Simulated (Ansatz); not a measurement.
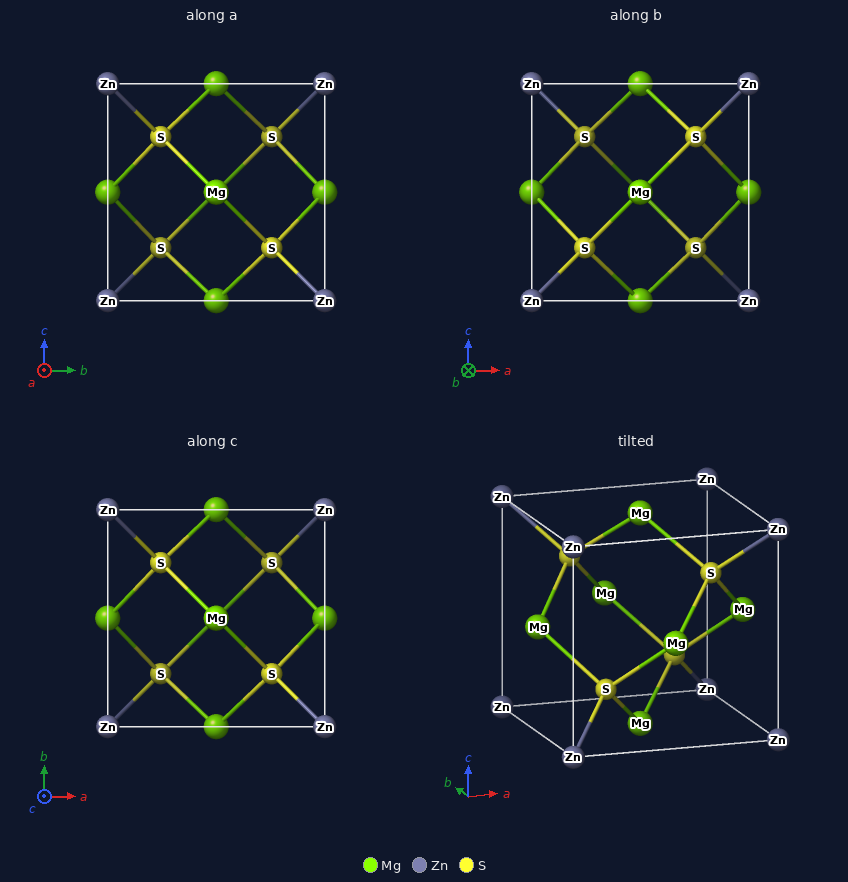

Structure drawing (ball-and-stick), viewed along the a axis, along the b axis, along the c axis and slightly off an axis. The box is the conventional unit cell; atoms on or close to its faces, edges and corners are drawn wherever they repeat.

Lattice parameters: a = 5.6349 Å, b = 5.6349 Å, c = 5.6349 Å, α = 90.000°, β = 90.000°, γ = 90.000°.

> Give the structure in the form of a CIF in P1 with every atom of the cell, with free fractional coordinates to two decimals.

```cif
data_structure
_symmetry_space_group_name_H-M 'P 1'
_symmetry_Int_Tables_number 1
_cell_length_a 5.6349
_cell_length_b 5.6349
_cell_length_c 5.6349
_cell_angle_alpha 90.000
_cell_angle_beta 90.000
_cell_angle_gamma 90.000
_cell_volume 178.92
loop_
_atom_site_label
_atom_site_type_symbol
_atom_site_fract_x
_atom_site_fract_y
_atom_site_fract_z
_atom_site_occupancy
Mg1 Mg 0.50 0.00 0.50 1
Mg2 Mg 0.50 0.50 0.00 1
Mg3 Mg 0.00 0.50 0.50 1
Zn1 Zn 0.00 0.00 0.00 1
S1 S 0.24 0.76 0.76 1
S2 S 0.24 0.24 0.24 1
S3 S 0.76 0.76 0.24 1
S4 S 0.76 0.24 0.76 1
```

Its origin is a structure type filled with these elements by a generator (whether the compound takes this form wasn't checked). Earlier steps of the study may have refined or changed the cell and positions. It went into a calculation with Ansatz.
